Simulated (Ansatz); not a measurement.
**Rb (Im-3m): the Drude term of Re ε in the infrared**

Re ε of Rb (Im-3m) at low photon energies is read from one computed spectrum; the carriers' damping was typed as γ = 0.05 eV.

Symmetry: Im-3m, No. 229, cubic system. The conventional cell has a = 5.605 Å, b = 5.605 Å, c = 5.605 Å, α = 90.00°, β = 90.00°, γ = 90.00°.

Method: Ansatz 0.2.0, r2SCAN, independent particles, k-mesh 10×10×10 with interpolation inside its cells, Gaussian parameter 0.1 eV.

Launch of the response step: `ansatz run input.yaml --threads 4 --pin off --max-ram 8192MiB --backend cpu --events-out ev --progress --plain --runs-dir out`. The run took 14 s, on 4 threads of Intel(R) Xeon(R) Processor @ 2.70GHz, on a shared host.

```
photon energy E (eV)  wavelength (µm)    Re ε
                0.25             4.96       ?
                0.30             4.13  -164.1
                0.35             3.54  -121.0
                0.40             3.10   -92.7
                0.50             2.48   -59.0
                0.60             2.07   -40.6
                0.70             1.77   -29.4
```

A Drude term over a constant background gives Re ε = ε_b − ωp²/(E² + γ²), linear in 1/(E² + γ²).

Working, on the rows shown:

| x = 1/(E² + γ²) (eV⁻²) | y = Re ε |
| --- | --- |
| 10.8108 | -164.1 |
| 8 | -121 |
| 6.15385 | -92.7 |
| 3.9604 | -59 |
| 2.75862 | -40.6 |
| 2.03046 | -29.4 |

Means: x̄ = 5.619, ȳ = -84.467. Σ(x − x̄)(y − ȳ) = -870.2, Σ(x − x̄)² = 56.72. Slope = -870.2 / 56.72 = -15.34; intercept = ȳ − slope · x̄ = 1.7352. The line misses the rows shown by at most 0.029.

Question: Fill in the last column of the withheld row.

Answer: At x = 15.385 the line gives y = -234.28. The run gave -234.2, so the extrapolation is off by 0.081, 0.0 % of the range in the table.

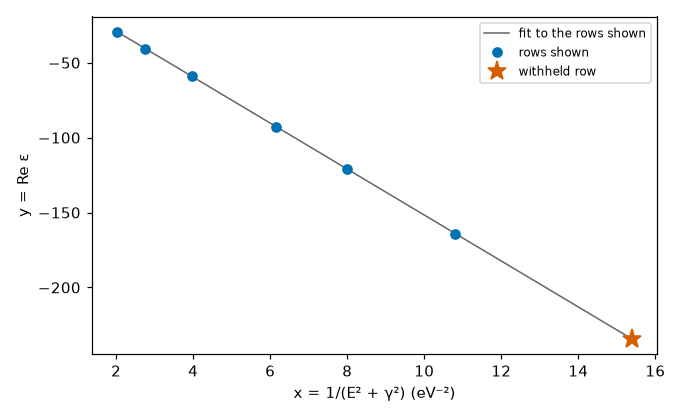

Refitted with all rows, the slope is -15.34 and the intercept 1.7123. These give ωp = √(−slope) = 3.92 eV, against 3.92 eV from the program's Fermi-surface sum, and a background ε_b = 1.7 from interband transitions. The cell comes from an older database entry, whose edges can be off by a per cent or so. The values come from a sum over the points of one k-mesh and carry its error, which is largest for Fermi-surface quantities. Spin-orbit coupling is left out.

[Logs are printed without paths, hosts, clocks, repeated set-up lines and the standing remarks that a program may print on its own settings, such as how far it seeks lower states.]
